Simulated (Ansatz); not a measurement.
# BCl3 (SMILES ClB(Cl)Cl) at 6 levels

We compute a comparison of 6 runs (HF/6-311+G**, B3LYP/6-311+G**, BLYP/6-311+G**, PBE/6-311+G**, wB97X/6-311+G**, RPA@PBE/6-311+G**) of BCl3. 

The results are computed with Ansatz 0.2.0.

27 further runs of the same task are left out: 1 that didn't finish, 26 set aside as unsound or not needed.

### Step 1. The structure to begin with

BCl3 has 4 atoms, charge 0, and is taken as a singlet. As SMILES, `ClB(Cl)Cl`. The Cl1–B2 distance was set to 3.822 Å, away from the relaxed value. At this shape a bond of the SMILES string is far longer than usual.

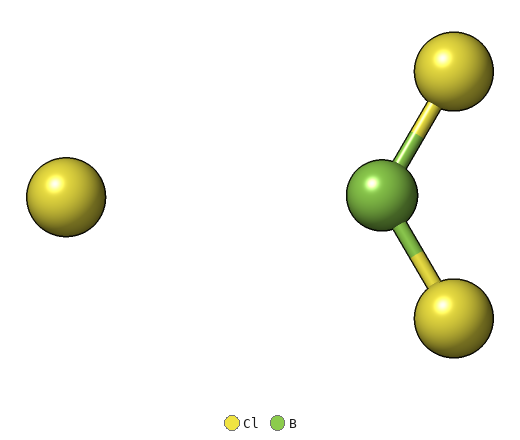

The structure, seen from a chosen angle (chlorine yellow, boron green).

### Step 2. The energy at HF/6-311+G(d,p) (run 1)

File job.yaml:

```yaml
basis:
  gaussian:
    orbitals: 6-311+G_st__st_-spherical.json
crystal:
  periodic: [false, false, false]
  atoms:
    - {symbol: Cl, position_ang: [-0.567430, 1.136180, 3.604396]}
    - {symbol: B, position_ang: [-0.000000, 0.000000, -0.000010]}
    - {symbol: Cl, position_ang: [0.942010, -1.423060, -0.324000]}
    - {symbol: Cl, position_ang: [-0.684100, 0.906610, -1.314320]}
hamiltonian:
  xc: hf
accuracy: high
output: {orbitals: {seedname: orbitals}}
```

The basis set 6-311+G** is read from a file made from the Basis Set Exchange's data (not shown).

On the command line:

```console
$ ansatz run job.yaml --threads 1 --pin off --max-ram 3480MiB --events-out events.jsonl --progress --plain --runs-dir runs
```

The log of the run:

```text
Warning: RAYON_NUM_THREADS=1 ignored (pool sized by the plan → 1); use --threads N
Functional definition: HF
  name "HF"
  exchange = exact_x
  correlation = 0
1796 factors; integrals over basis functions are off by at most 2.2e-8 eV
mean field evaluation 1: about -38176.9955 eV, gradient 2.9e1 eV
mean field evaluation 2: about -38177.0342 eV, gradient 2.9e1 eV
mean field evaluation 4: about -38180.4843 eV, gradient 6.0e0 eV
mean field evaluation 8: about -38180.6862 eV, gradient 5.6e-1 eV
mean field evaluation 16: about -38180.6885 eV, gradient 2.5e-8 eV
mean field -38180.68847323 eV, -1403.1144215912 hartree, gradient 4.0e-8 eV, S^2 0.000000; 0 other end points of the search recorded, 0 dependent functions left out
reference -38180.68847323 eV, -1403.1144215912 hartree; 28, 28 occupied and 84, 84 virtual orbitals, 1796 factors
Total energy: -38180.68847323 eV, -1403.1144215912 hartree
```

Run time: 3.9 s. Hardware: 1 thread of Arm Neoverse V1, shared host; peak memory 0.29 GiB.

### Step 3. The energy at B3LYP/6-311+G(d,p) (run 2)

File input.yaml:

```yaml
crystal:
  periodic: [false, false, false]
  atoms:
    - {symbol: Cl, position_ang: [-0.567430, 1.136180, 3.604396]}
    - {symbol: B, position_ang: [-0.000000, 0.000000, -0.000010]}
    - {symbol: Cl, position_ang: [0.942010, -1.423060, -0.324000]}
    - {symbol: Cl, position_ang: [-0.684100, 0.906610, -1.314320]}
basis:
  gaussian:
    orbitals: 6-311+G_st__st_-spherical.json
hamiltonian:
  xc: {name: B3LYP}
accuracy: high
output: {orbitals: {seedname: orbitals}}
```

The basis set 6-311+G** is read from a file made from the Basis Set Exchange's data (not shown).

On the command line:

```console
$ ansatz run input.yaml --threads 1 --pin off --max-ram 3480MiB --events-out events.jsonl --progress --plain --runs-dir runs
```

The log of the run:

```text
Warning: RAYON_NUM_THREADS=1 ignored (pool sized by the plan → 1); use --threads N
Functional definition: B3LYP
  name "B3LYP"
  parameter a0 = 0.2
  parameter ax = 0.72
  parameter ac = 0.81
  exchange = (1 - a0 - ax)*slater_x + ax*b88_x + a0*exact_x
  correlation = (1 - ac)*vwn_rpa_c + ac*lyp_c
1796 factors; integrals over basis functions are off by at most 2.2e-8 eV
mean field evaluation 1: about -38241.0539 eV, gradient 2.6e1 eV
mean field evaluation 2: about -38020.8335 eV, gradient 1.5e2 eV
mean field evaluation 4: about -38244.6150 eV, gradient 9.6e0 eV
mean field evaluation 8: about -38244.8435 eV, gradient 3.1e-1 eV
mean field evaluation 16: about -38244.9345 eV, gradient 2.3e-3 eV
mean field evaluation 32: about -38229.4146 eV, gradient 3.8e1 eV
mean field -38244.93446392 eV, -1405.4754182013 hartree, gradient 6.2e-8 eV, S^2 0.000000; 2 other end points of the search recorded, 0 dependent functions left out
reference -38244.93450714 eV, -1405.4754197898 hartree; 28, 28 occupied and 84, 84 virtual orbitals, 1796 factors
Total energy: -38244.93450714 eV, -1405.4754197898 hartree
```

Run time: 11 s. Hardware: 1 thread of Arm Neoverse V1, shared host; peak memory 0.34 GiB.

Run 3 isn't shown in full; the table further down has it.

### Step 4. A single-point energy at PBE/6-311+G(d,p) (run 4)

File run.yaml:

```yaml
crystal:
  periodic: [false, false, false]
  atoms:
    - symbol: Cl
      position_ang: [-0.567430, 1.136180, 3.604396]
    - symbol: B
      position_ang: [-0.000000, 0.000000, -0.000010]
    - symbol: Cl
      position_ang: [0.942010, -1.423060, -0.324000]
    - symbol: Cl
      position_ang: [-0.684100, 0.906610, -1.314320]
basis:
  gaussian:
    orbitals: 6-311+G_st__st_-spherical.json
hamiltonian:
  xc: {name: PBE}
accuracy: high
output: {orbitals: {seedname: orbitals}}
```

The basis set 6-311+G** is read from a file made from the Basis Set Exchange's data (not shown).

On the command line:

```console
$ ansatz run run.yaml --threads 1 --pin off --max-ram 3480MiB --events-out events.jsonl --progress --plain --runs-dir runs
```

The log of the run:

```text
Warning: RAYON_NUM_THREADS=1 ignored (pool sized by the plan → 1); use --threads N
Functional definition: PBE
  name "PBE"
  parameter kappa = 0.804
  parameter beta = 0.06672455060314922
  exchange = pbe_x(kappa = kappa, mu = beta*pi^2/3)
  correlation = pbe_c(beta = beta)
1796 factors; integrals over basis functions are off by at most 2.2e-8 eV
mean field evaluation 1: about -38223.3485 eV, gradient 2.8e1 eV
mean field evaluation 2: about -37999.9259 eV, gradient 1.3e2 eV
mean field evaluation 4: about -38216.5267 eV, gradient 4.4e1 eV
mean field evaluation 8: about -38227.5883 eV, gradient 1.9e-3 eV
mean field evaluation 16: about -38211.5690 eV, gradient 3.7e1 eV
mean field evaluation 32: about -38218.8319 eV, gradient 1.2e1 eV
mean field evaluation 64: about -38227.4354 eV, gradient 5.4e0 eV
mean field -38227.58831250 eV, -1404.8379588944 hartree, gradient 8.4e-8 eV, S^2 0.000000; 6 other end points of the search recorded, 0 dependent functions left out
reference -38227.58831867 eV, -1404.8379591211 hartree; 28, 28 occupied and 84, 84 virtual orbitals, 1796 factors
Total energy: -38227.58831867 eV, -1404.8379591211 hartree
```

Run time: 12 s. Hardware: 1 thread of Arm Neoverse V1, shared host; peak memory 0.24 GiB.

Run 5 isn't shown in full; the table further down has it.

### Step 5. The energy at RPA@PBE/6-311+G(d,p) (run 6)

File run.yaml:

```yaml
basis:
  gaussian:
    orbitals: 6-311+G_st__st_-spherical.json
crystal:
  periodic: [false, false, false]
  atoms:
    - {symbol: Cl, position_ang: [-0.567430, 1.136180, 3.604396]}
    - {symbol: B, position_ang: [-0.000000, 0.000000, -0.000010]}
    - {symbol: Cl, position_ang: [0.942010, -1.423060, -0.324000]}
    - {symbol: Cl, position_ang: [-0.684100, 0.906610, -1.314320]}
hamiltonian:
  xc: {name: PBE}
correlation:
  method: rpa
  frozen_orbitals: {B: 1, Cl: 5}
accuracy: high
```

The basis set 6-311+G** is read from a file made from the Basis Set Exchange's data (not shown).

On the command line:

```console
$ ansatz run run.yaml --threads 1 --pin off --max-ram 3480MiB --events-out events.jsonl --progress --plain --runs-dir runs
```

The log of the run, shortened:

```text
Warning: RAYON_NUM_THREADS=1 ignored (pool sized by the plan → 1); use --threads N
[... 2 set-up lines as earlier in the session ...]
[...]
1796 factors; integrals over basis functions are off by at most 2.2e-8 eV
[...]
mean field -38227.58831250 eV, -1404.8379588944 hartree, gradient 7.2e-8 eV, S^2 0.000000; 6 other end points of the search recorded, 0 dependent functions left out; unrestricted orbitals would lower it
[...]
unrestricted determinant -38183.01870956 eV, -1403.2000561968 hartree, S^2 0.9932
16 core orbitals not correlated: weight in the atoms' cores, before any rotation towards them, 1.000 or more for the frozen orbitals, at most 0.000 for the correlated occupied ones
reference -38179.16348327 eV, -1403.0583792437 hartree; 12, 12 occupied and 84, 84 virtual orbitals, 1796 factors
Total energy: -38203.19333928 eV, -1403.9414601642 hartree
```

It took 32 s on 1 thread of Arm Neoverse V1, shared host; peak memory 0.58 GiB.

### Step 6. Overview of the runs

```
run              level  frozen core orbitals   energy (Eh)  HOMO energy (eV)  LUMO energy (eV)  HOMO–LUMO gap (eV)  wall time
  1       HF/6-311+G**                     –  -1403.114422             -8.96             -3.18                5.78      3.9 s
  2    B3LYP/6-311+G**                     –  -1405.475420             -7.16             -5.79                1.37       11 s
  3     BLYP/6-311+G**                     –  -1405.433571             -5.98             -5.96                0.02       12 s
  4      PBE/6-311+G**                     –  -1404.837959             -6.09             -6.09                0.00       12 s
  5    wB97X/6-311+G**                     –  -1405.384589             -9.26             -4.08                5.18       37 s
  6  RPA@PBE/6-311+G**                    16  -1403.941460                 –                 –                   –       32 s
```

### Step 7. Results

```
                               quantity           value
                    run 6: total energy  -1403.94146 Eh
run 6: RPA correlation energy (valence)      -883.1 mEh
```

Over runs 1, 2, 3, 4, 5 the HOMO–LUMO gap runs from 0.00 eV (PBE/6-311+G**) to 5.78 eV (HF/6-311+G**). Exact exchange widens orbital gaps. Totals of different functionals can't be ranked against each other. In run 6 the log says that unrestricted orbitals would lower the reference, so the values rest on an unstable closed-shell determinant (other closed-shell runs at this shape may share the fault). All runs together took 1.8 min, the longest 37 s.
